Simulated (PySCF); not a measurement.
SMILES [SiH2]([Si](F)(F)F)[Si](C)(C)C (C3H11F3Si3) at its GFN2-xTB optimised geometry (Å):

```
20

C     -0.9327    -1.5473    -1.5846
Si    -0.3102    -0.6800     0.0000
C      1.6015    -0.6800     0.0000
C     -0.9218     1.1312     0.0000
Si    -1.0919    -1.7703     1.9269
Si    -0.2457    -0.8003     3.8089
F     -0.6617    -1.2618     5.2762
F     -0.5090     0.7729     3.8913
F      1.3471    -0.8441     3.9097
H     -0.5825    -1.0436    -2.4813
H     -0.5875    -2.5757    -1.6326
H     -2.0176    -1.5656    -1.6237
H      1.9926    -0.2092     0.8976
H      1.9979    -1.6907    -0.0363
H      2.0055    -0.1414    -0.8528
H     -0.5270     1.6907    -0.8436
H     -0.6148     1.6472     0.9053
H     -2.0055     1.1836    -0.0536
H     -0.7475    -3.2033     1.9900
H     -2.5608    -1.7643     2.0641
```

Method: B3LYP/def2-SVP (PySCF). Cells within 0.4 Å of a nucleus heavier than hydrogen are left out (blank, or x).

Map of the LUMO amplitude (bohr^(-3/2)) on the plane z = 0.0 Å; orbital energy -0.64 eV, overall sign arbitrary:

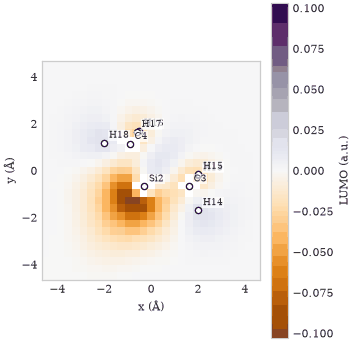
LUMO amplitude (bohr^(-3/2)) on the plane z = 0.0 Å.
